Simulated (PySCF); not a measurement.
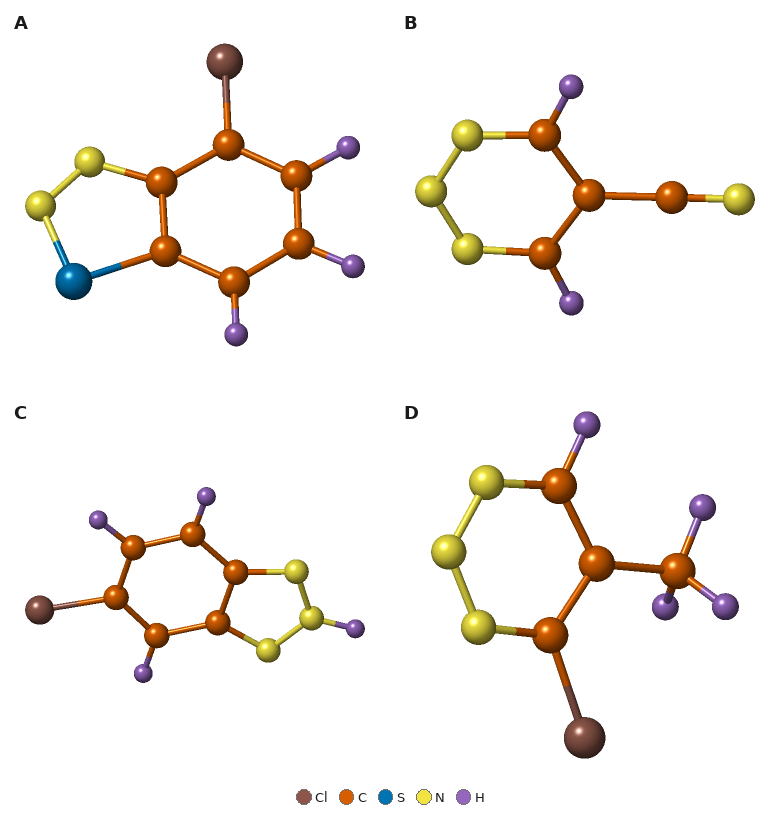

Simulated data, not a measurement (program: PySCF).

> Match each picture to its SMILES.
(1) Cc1cnnnc1Cl
(2) Clc1ccc2n[nH]nc2c1
(3) N#Cc1cnnnc1
(4) Clc1cccc2snnc12

A is (4), B is (3), C is (2), D is (1).
